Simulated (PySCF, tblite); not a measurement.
**C5H8Cl2Si: geometry, infrared bands and NMR shifts**

What infrared bands and NMR shifts should C5H8Cl2Si (`C[SiH2][C@@H]1C(Cl)=C[C@@H]1Cl`) show?

Programs: tblite 0.8.0 and PySCF 2.14.0, with density-fitted response routines of our own. Each step states its level of theory. These are calculated values for one molecule in the gas phase, unless marked as measured. Atoms count from 0, in the outputs and in this text.

## (1) The starting structure

16 atoms, charge 0, multiplicity 1; geometry from: force field or distance geometry start.

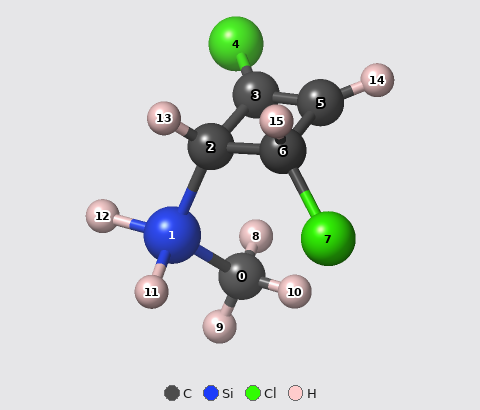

As it starts; carbon dark grey, silicon blue, chlorine green, hydrogen pink, atoms numbered; sticks join atoms by distance.

## (2) Optimising the geometry with GFN2-xTB

What the job is given:

```
{"job": {"kind": "relax", "xc": "GFN2-xTB", "basis": "xTB"}, "charge": 0, "multiplicity": 1}
C      2.057800    -0.227800     0.569400
Si     1.078700     0.468900    -0.850800
C     -0.781700     0.476100    -0.467600
C     -1.147800     0.857500     0.950400
Cl    -0.902000     2.297100     1.954200
C     -1.725200    -0.340900     1.213200
C     -1.533900    -0.848900    -0.200300
Cl    -0.771200    -2.478600    -0.408400
H      1.915700     0.365100     1.480400
H      3.115800    -0.229300     0.347600
H      1.758600    -1.256500     0.797800
H      1.345900    -0.314100    -2.078000
H      1.539300     1.852000    -1.102200
H     -1.287300     1.079300    -1.243900
H     -2.200500    -0.759600     2.093500
H     -2.469700    -0.931200    -0.758200
```

The run is started by

```sh
> OMP_NUM_THREADS=1 python probes_run.py task.json out
```

One launch serves the whole session: the jobs run in the order shown.

**Question.** This job is followed by: GFN2-xTB harmonic vibrations, gas phase; GIAO PBE0/pcSseg-1 NMR shielding, non-relativistic, gas phase. What will the session give for the following? strongest single infrared mode (GFN2-xTB); zero-point energy (GFN2-xTB); 13C shifts against TMS (PBE0/pcSseg-1); 1H shifts against TMS (PBE0/pcSseg-1, means over atoms taken as alike); 29Si shifts against TMS (PBE0/pcSseg-1); 35Cl shifts against HCl (PBE0/pcSseg-1).

The runs gave:

| quantity | value |
| --- | --- |
| strongest single infrared mode (GFN2-xTB) | 2225 cm⁻¹, 365 km/mol |
| zero-point energy (GFN2-xTB) | 69.1 kcal/mol |
| 13C shifts against TMS (PBE0/pcSseg-1) | 151.1, 138.9, 56.6, 49.7, -6.7 ppm |
| 1H shifts against TMS (PBE0/pcSseg-1, means over atoms taken as alike) | 5.90, 4.75, 4.32, 4.19, 3.12, 0.31 ppm |
| 29Si shifts against TMS (PBE0/pcSseg-1) | -47.6 ppm |
| 35Cl shifts against HCl (PBE0/pcSseg-1) | 245, 138 ppm |

What this shows: Relaxing lowered the energy by 0.247 eV in 62 steps; the close pair that moved most is C3–Cl4, from 1.772 to 1.699 Å. No mode is imaginary among the 42: a minimum at this level. The strongest single mode, at 2225 cm⁻¹, moves mainly H12. Unscaled tight-binding wavenumbers are off by several per cent, some by more. Its intensities can rank the bands wrongly. The most deshielded hydrogen is H14 (hydrogen on an alkene CH), at 5.90 ppm: olefinic region. At PBE0/pcSseg-1: The largest span, 481 ppm, is at Cl4, where the paramagnetic term is -441 ppm.
